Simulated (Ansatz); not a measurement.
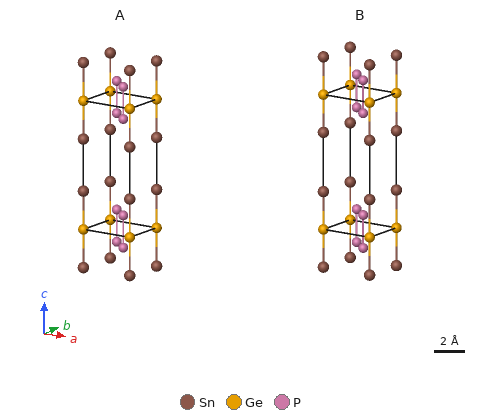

Two geometries of crystalline Sn$_{2}$GeP$_{4}$ (a generated structure, set up in P6/mmm), drawn at one scale. One is the start of a relaxation, the other its converged end. A ball-and-stick model of the cell of the calculation, seen slightly off an axis.

Computed with DFT PBE, scalar-relativistic, plane waves, PAW in Ansatz. Settings: plane-wave cutoff 420 eV; k-point mesh 12 × 12 × 4; occupations gaussian; smearing width 0.1 eV; no spin polarisation; cell and atoms relaxed; force threshold 0.01 eV/Å; at most 80 steps.

Q: Which geometry has the lower energy?

A: Structure A is the relaxed one. The largest moves relative to the cell, 0.15 Å, are those of Sn atoms. By element the largest moves are Sn 0.15 Å, P 0.03 Å. Ge stays in place. The volume changes by −4.2 %, with a = b 4.955 → 4.965 Å (+0.2 %), c 9.126 → 8.707 Å (−4.6 %). Near-neighbour distances that change, for instance: P–P 2.234 → 2.182 Å, Ge–Sn 2.557 → 2.591 Å. The space group stays P6/mmm (No. 191). The energy falls by 46.5 meV per cell of the calculation in 5 accepted moves (6 points after the start). Largest force component: 0.42 eV/Å at the start, 0.0007 eV/Å at the end. Pressure: −0.08 GPa at the start and −0.01 GPa at the end. The SCF was repeated once at an unchanged geometry on a basis and grid sized afresh for the cell, which shifted the energy by 1.0 meV per cell of the calculation at most.

Limits of the set-up: layers or molecules are held without a dispersion correction, so their spacing is unreliable.
